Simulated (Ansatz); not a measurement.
**Al$_{2}$H$_{3}$O (SMILES [O-][AlH][AlH2]) (charge −1): density, localisation and related maps**

```xyz
6

O    -1.1207   -2.0056    1.2887
Al   -0.5974   -1.2699   -0.0782
Al    0.5206    1.1117    0.0872
H    -0.6761   -1.8369   -1.6113
H     1.1120    2.0296   -1.1322
H     0.7616    1.9711    1.4458
```

Geometry: PBE0-D4/def2-TZVPD.

These are results of Ansatz, RKS PBE0-D4/def2-TZVPPD, not measurements.

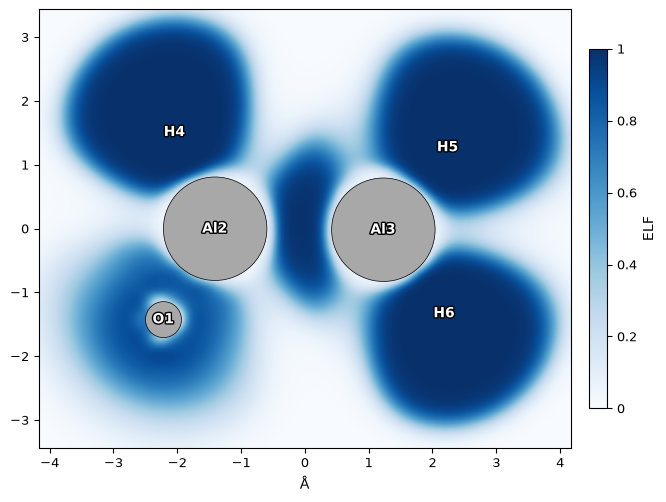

Figure 1. ELF on the molecular plane. Grey discs cover the atomic cores.

### What do the fields say about this system?

- Atoms in the plane: O, Al and H.
- Al–O (1.64 Å): the ELF peaks at about 0.85 in the valence shell of O, 0.6 Å from its nucleus, and is about 0.40 at the midpoint.
- Al–Al (2.64 Å): the ELF peaks at about 1 between the atoms: localised, covalent bonding.
- Al–H (1.63 Å): the ELF climbs to about 1 towards the hydrogen.
- The ELF also peaks beside O1, away from the bonds: lone-pair regions.

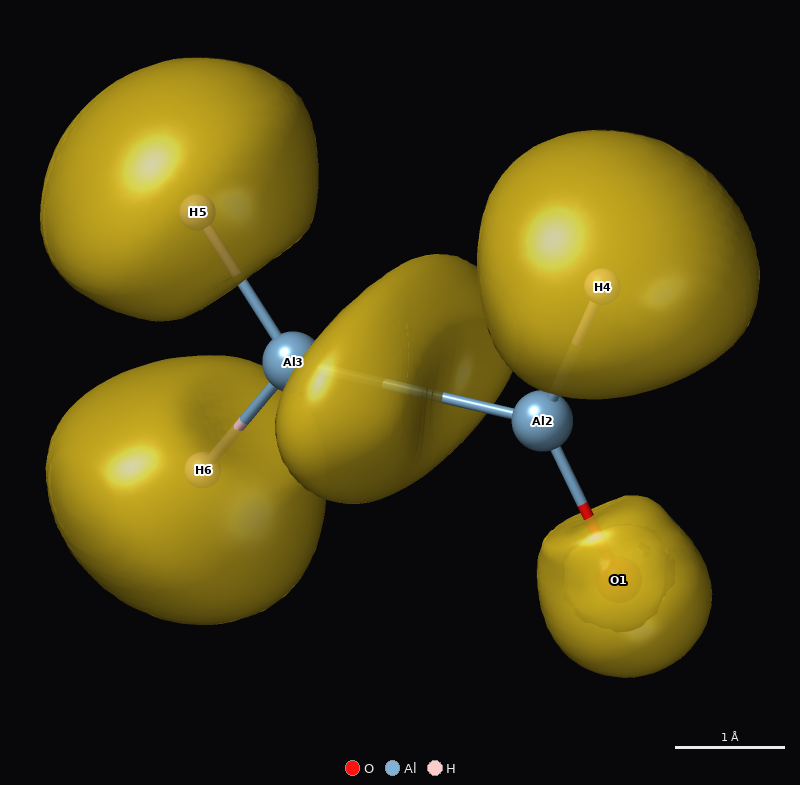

Figure 2. Isosurface of the electron localisation function at 0.8 (yellow), seen at a tilt. Core shells and regions of very low density are left out.

### Describe the localisation domains.

The surface consists of one region between bonded Al–Al atoms (shared pairs), three regions around hydrogen nuclei and one region wrapped around O (its valence shell).

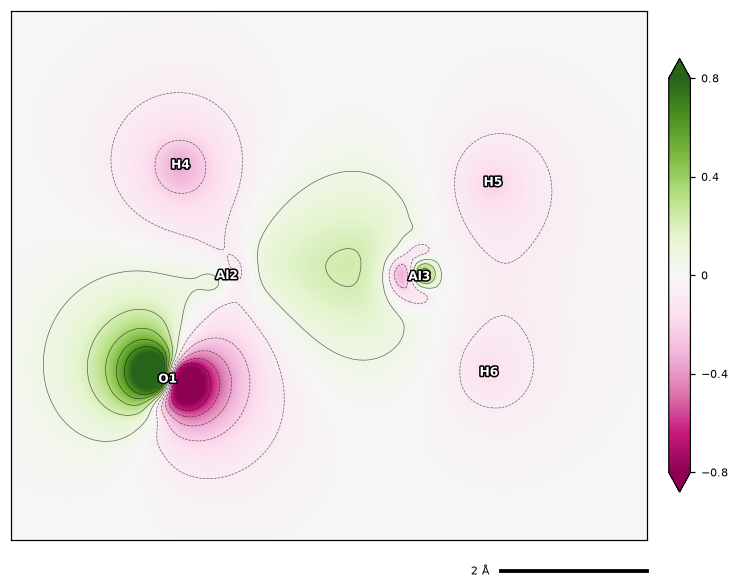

Figure 3. The HOMO on the molecular plane (values in Å⁻³ᐟ²; the overall sign is arbitrary).

### Where does this orbital lie, and at what energy?

It lies mainly on O1 (about 60 %), Al3 (about 15 %), Al2 (about 15 %) and H4 (about 5 %); it is symmetric in the molecular plane (an in-plane orbital: σ, lone-pair or in-plane π type). Its energy is −1.27 eV.
